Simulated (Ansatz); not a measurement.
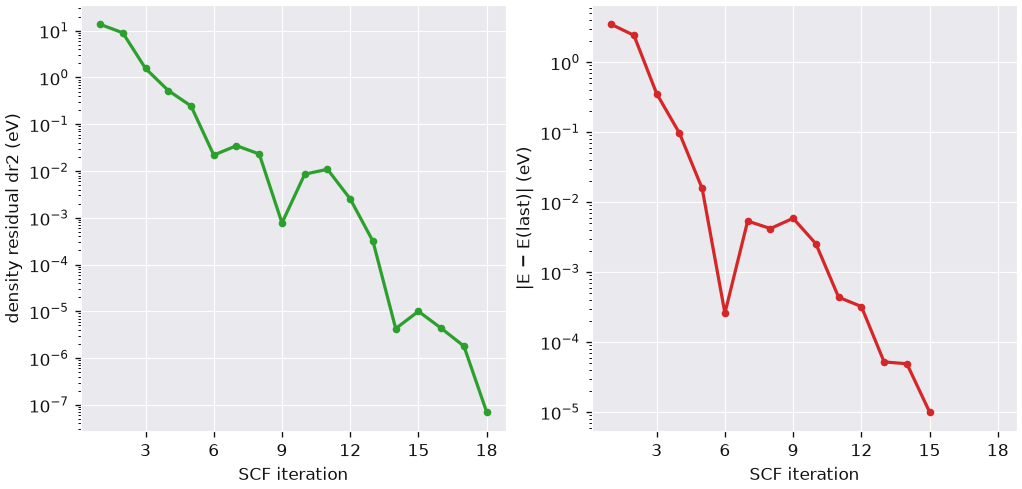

The plot shows the SCF iterations of a calculation: density residual dr2, distance of the Harris–Foulkes energy from its last value. Energy differences below 3 × 10⁻⁶ eV aren't drawn. The starting density is a sum of atomic densities corrected by a trained network.

GeHS (12 atoms in the cell, total charge −1), run with Ansatz.

```
crystal:
  lattice:
    - [16.5, 0.0, 0.0]
    - [0.0, 10.7, 0.0]
    - [0.0, 0.0, 6.1193139101]
  atoms:
    - { symbol: Ge, position: [0.55597738, 0.4412399786, 0.3358854885] }
    - { symbol: Ge, position: [0.6463290842, 0.4268673348, 0.8473012965] }
    - { symbol: Ge, position: [0.3536709158, 0.4268673348, 0.3473012965] }
    - { symbol: Ge, position: [0.44402262, 0.4412399786, 0.8358854885] }
    - { symbol: S, position: [0.6602360071, 0.573886997, 0.1599666072] }
    - { symbol: S, position: [0.4508713124, 0.5645353998, 0.1729666932] }
    - { symbol: S, position: [0.5491286876, 0.5645353998, 0.6729666932] }
    - { symbol: S, position: [0.3397639929, 0.573886997, 0.6599666072] }
    - { symbol: H, position: [0.7194396966, 0.4944923811, 0.7202287147] }
    - { symbol: H, position: [0.2805603034, 0.4944923811, 0.2202287147] }
    - { symbol: H, position: [0.7223592914, 0.5088675533, 0.2506144374] }
    - { symbol: H, position: [0.2776407086, 0.5088675533, 0.7506144374] }
basis:
  ecutwfc: 420
kpoints:
  mp_grid: { grid: [1, 1, 6] }
hamiltonian:
  xc: pbe
scf:
  occupations: { method: gaussian, width: 0.05 }
  mixing: { algorithm: msr1, beta: 0.1, ndim: 4 }
output:
  forces: true
  eigenvalues: true
  stress: true
total_charge: -1
```

Command:
```bash
ansatz run input.yaml --threads 4 --pin off --max-ram 11264MiB --backend cpu --events-out ev --progress --plain --runs-dir out
```

Q: Did the calculation converge?

A: Converged, in 18 iterations. The residual falls unevenly and jumps up by a factor of two or more twice on the way down.
